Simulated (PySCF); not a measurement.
C4H8FSi3 (SMILES F[C@]1(C#C[SiH3])[CH][SiH2][SiH2]1) (doublet)

The calculation's input:

```
{"job": {"kind": "epr", "basis": "pcH-1"}, "charge": 0, "multiplicity": 2}
F     -0.609778    -1.678317     1.571283
C     -0.532250    -0.493399     0.783519
C      0.822874    -0.099276     0.622504
C      1.965497     0.249727     0.431165
Si     3.703884     0.792790     0.161299
C     -1.496552     0.527332     1.210942
Si    -3.160862     0.033392     0.533432
Si    -1.614118    -1.078561    -0.823957
H      3.674787     1.977912    -0.702921
H      4.312144     1.119779     1.453990
H      4.436244    -0.296727    -0.490403
H     -1.133359     1.511907     1.460624
H     -3.981372     1.123575    -0.009669
H     -4.008621    -0.788862     1.407866
H     -1.029264    -0.380837    -1.974182
H     -1.356852    -2.511492    -0.979280
```

Launched as:

```sh
OMP_NUM_THREADS=1 python probes_run.py task.json out
```

Geometry: GFN2-xTB.

Level of theory: PySCF, UKS B3LYP, pcH-1 on C F H Si, non-relativistic, mean-field spin-orbit, GIAO.

### What will maps of the electron density, electron localisation function and spin density show?

C–C (1.21 Å): the density is about 2.1 e/Å³ at the midpoint; the ELF peaks at about 0.90 between the atoms; a short, multiple covalent bond.
C–Si (1.84 Å): the density is about 0.82 e/Å³ at the midpoint; the ELF peaks at about 0.95 between the atoms: a shared electron pair.
C–H (1.08 Å): ρ is about 1.5 e/Å³ halfway; the ELF climbs to about 1 towards the hydrogen, as it does in any bond to H; a covalent bond by its length.
The unpaired spin (1 electron) lies mostly on C6 (about 0.6), Si8 (about 0.1), Si7 (about 0.1) and C2 (about 0.1), in electrons by Hirshfeld's partition.

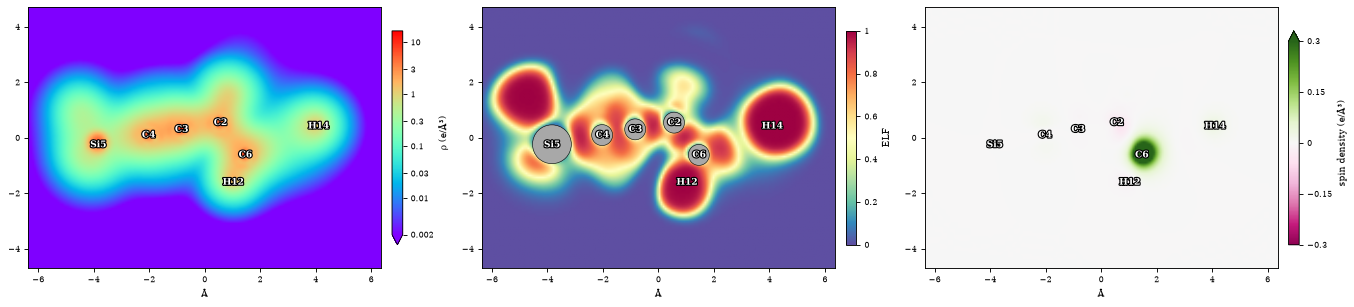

Computed electron density, electron localisation function and spin density on the plane of atoms C3, C2 and C6, in this order. Grey discs cover the atomic cores in the ELF map. 
